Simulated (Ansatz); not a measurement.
Consider Se (space group P3_121, No. 152; a = 4.5057 Å, c = 4.9913 Å; made of chains).

Perturbation: Te replaces 33.3 % of the Se, ordered in a cell of 6 atoms (starting symmetry C2) and fully relaxed.

Method: r2SCAN in Ansatz (plane waves to 500 eV, PAW, scalar-relativistic without spin-orbit coupling).

The zone is the changed cell's own and can be folded.

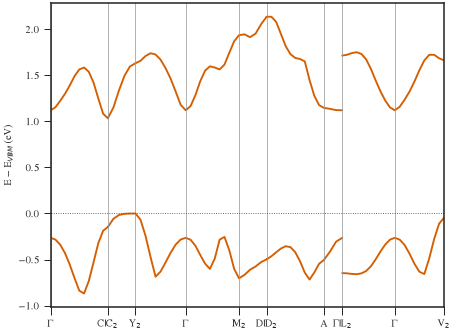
Fig. 1. Highest valence and lowest conduction band along the path of the changed cell's own zone

Read the changed gap and its character from the plot.

About 1.03 eV, indirect, Y₂ → C₂.

Each cell is one ordered arrangement of few atoms, which overstates ordering effects compared with a random alloy. Spin-orbit coupling, missing from the scalar runs, can matter with Te. Stability against distortions was not tested. No dispersion term is included, though the crystal is made of layers, chains or molecules, so its spacings can come out too wide. k-point labels follow each cell's own Brillouin zone.

Ansatz is an electronic-structure program.
